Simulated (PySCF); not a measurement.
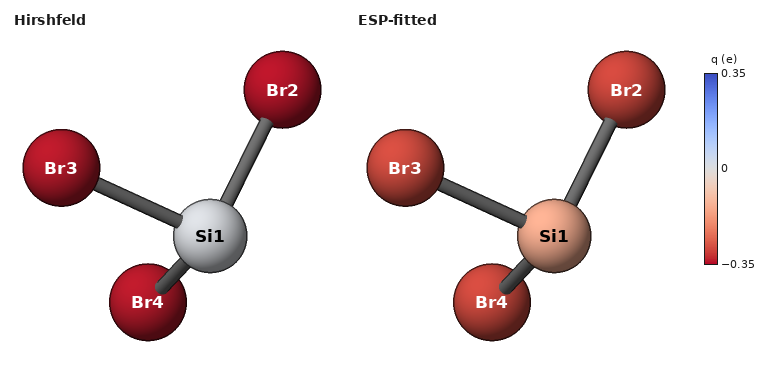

Atomic charges of one calculation by 2 schemes, on one colour scale. Charge −1, singlet. Computed geometry: PBE0-D3(BJ)/def2-SVP optimisation. No frequency run is at hand to confirm it as a minimum. Computed with PBE0/pcSseg-1 (PySCF 2.14.0).

**Which scheme gives the most polar picture (largest mean size of the charges)?**

The Hirshfeld charges are the largest in size here.

List the charges (e), one line for each set of equivalent atoms.

```csv
atom,Hirshfeld,ESP-fitted
Si1,0.01,−0.14
"Br2, Br3, Br4",−0.34,−0.29
```
